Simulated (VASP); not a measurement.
Band structure of CoC (relaxed from the CsCl type structure, space group Pm-3m). Method: PBEsol GGA, VASP's PBE PAW potentials (set 64) (plane waves; VASP).

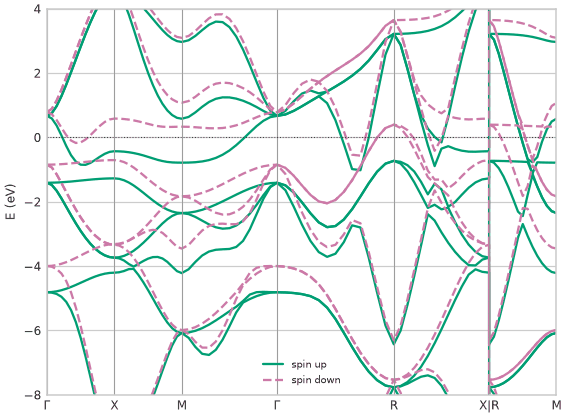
Bands along high-symmetry lines, zero at the valence-band maximum or, without a gap, the Fermi level

Task: Read the plot: is there a gap, and where are the band edges?

Result: It has no gap at this level: it comes out as a metal or semimetal. (Edges off the drawn lines would not show.)

The structure was generated: CoC was put into the CsCl type type (Pm-3m), which need not be its known phase. It was relaxed first, which changed the volume by -18 %.
